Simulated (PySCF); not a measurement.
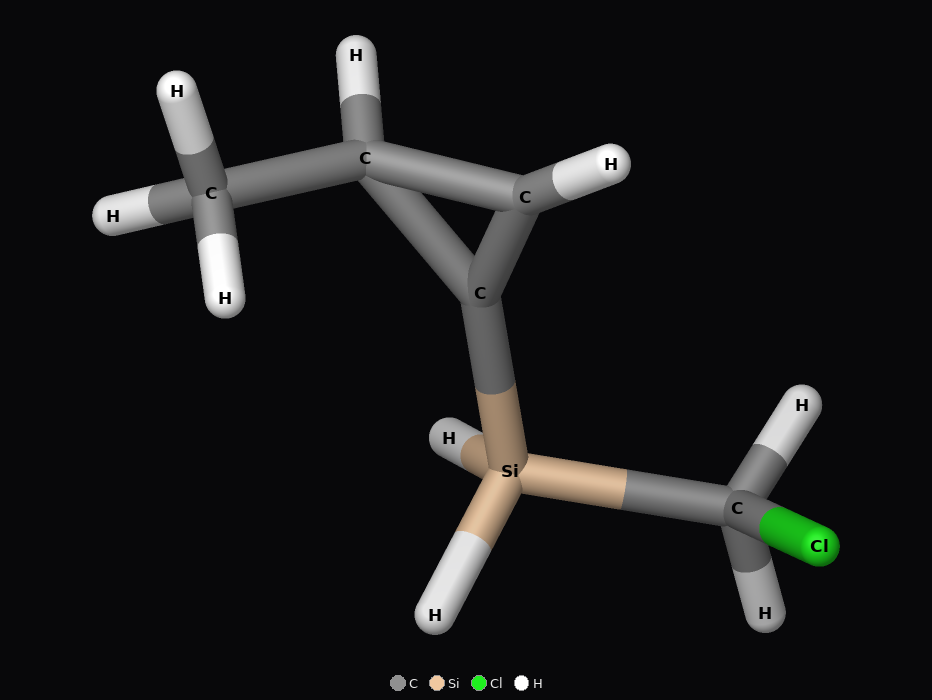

The geometry was computed by an optimisation with GFN2-xTB. No frequency run is at hand to confirm it as a minimum. Properties computed with CAM-B3LYP/def2-SVPD, gas phase (PySCF 2.14.0). Excitations: vertical, linear response.

Q: Estimate the brightest of the 8 lowest singlets.

A: 5.84 eV.

Q: Estimate the dipole moment.

A: 1.45 D.

Q: Give the mean static polarisability at this level.

A: 97.1 bohr³.

Q: Estimate the HOMO energy (Kohn–Sham orbital).

A: −8.59 eV.

The geometry is semi-empirical. Around Si such bond lengths and angles can be off by a tenth of an ångström or more and by several degrees, and values that hang on the shape move with them.
